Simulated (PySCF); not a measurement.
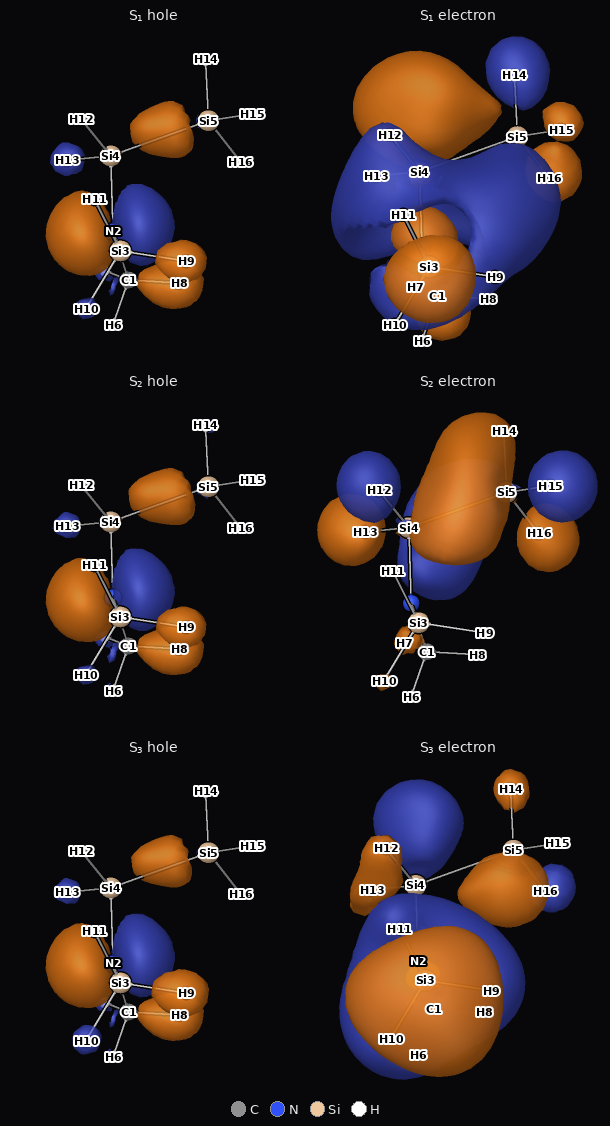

CH11NSi3, SMILES `CN([SiH3])[SiH2][SiH3]`. Leading natural transition orbitals (TDA singlet states).

Method: PBE0/6-31G*; geometry: GFN2-xTB; program: PySCF. No frequency check shows the geometry to be a minimum. Without diffuse functions Rydberg states are missing, so the states' numbers hold for this basis only.

Input

```python
import numpy as np
from pyscf import gto, scf, dft, tdscf
from pyscf.scf import atom_ks, atom_hf
from scipy.linalg import block_diag

def solve(mol, dm0=None, hcore=None):
    mf = (dft.UKS if mol.spin else dft.RKS)(mol, xc='pbe0')
    mf.grids.level = 3
    mf = mf.density_fit(auxbasis='def2-universal-jkfit')
    mf.conv_tol, mf.max_cycle = 1e-8, 80
    if hcore is not None:
        mf.get_hcore = lambda *args: hcore
    mf.kernel(dm0)
    if not mf.converged:
        mf = mf.newton().run(mf.mo_coeff, mf.mo_occ, max_cycle=30)
    assert mf.converged, 'SCF not converged'
    return mf

mol = gto.M(atom='''
C      0.94955    -1.68401    -0.39045
N      0.88322    -0.37677     0.22629
Si     2.08897     0.76219    -0.27139
Si    -0.63410     0.01439     0.99461
Si    -2.34690     0.26540    -0.53603
H      1.98757    -1.99149    -0.51579
H      0.44706    -2.42218     0.23557
H      0.47300    -1.69419    -1.37693
H      1.91061     1.15283    -1.67831
H      3.38704     0.09918    -0.11746
H      1.94826     1.91936     0.60269
H     -0.34600     1.21436     1.78465
H     -0.85699    -1.09878     1.93656
H     -3.63942     0.47875     0.12358
H     -2.16357     1.39979    -1.45051
H     -2.53888    -0.90394    -1.40610
''', basis='6-31g*', charge=0, spin=0, verbose=4)
mf = solve(mol)
td = mf.TDA()
td.nstates, td.singlet, td.conv_tol = 4, True, 1e-5
td.kernel()
td.analyze()
x, y = np.array([p[0] for p in td.xy]), np.array([p[1] + 0 * p[0] for p in td.xy])
f, mu = td.oscillator_strength(), td.transition_dipole()
nto = [td.get_nto(state=i + 1, verbose=4) for i in range(len(td.e))]
# spherically averaged free atoms, for the promolecule
atm = atom_ks.get_atm_nrks(mol, xc='pbe0')
pro = block_diag(*[(atm[a[0]][2] * atm[a[0]][3]) @ atm[a[0]][2].T for a in mol._atom])
np.savez('result.npz', e=td.e, f=f, ok=td.converged, w=[n[0] for n in nto], nto=[n[1] for n in nto], x=x, y=y, c=mf.mo_coeff, occ=mf.mo_occ, eps=mf.mo_energy, pro=pro, mu=mu)
```

Command:

```sh
OMP_NUM_THREADS=1 python input.py
```

The run took 4.1 min on 1 thread of AMD EPYC (Zen 3), on a shared host, peak memory 0.66 GiB.

Describe these excited states.

Answer. By state:
- S₁: 5.18 eV (239 nm), f = 0.007; the leading pair carries 100 %; hole on N2 (49 %), Si4 (10 %) and Si3 and Si5 (8 % each), electron on Si4 (31 %), Si5 (18 %) and Si3 (14 %); their centroids lie 1.1 Å apart.
- S₂: 5.95 eV (209 nm), f = 0.005, charge transfer, whose energy this functional puts too low; the leading pair carries 99 %; hole on N2 (49 %), Si4 (9 %) and Si3 and Si5 (8 % each), electron on Si5 (31 %), Si4 (29 %) and H13 and H15 (7 % each); their centroids lie 1.9 Å apart.
- S₃: 6.61 eV (187 nm), f = 0.010; the leading pair carries 99 %; hole on N2 (49 %), Si3 and Si4 (9 % each) and Si5 (7 %), electron on Si3 (43 %), Si4 (10 %) and Si5 (9 %); their centroids lie 1.4 Å apart.
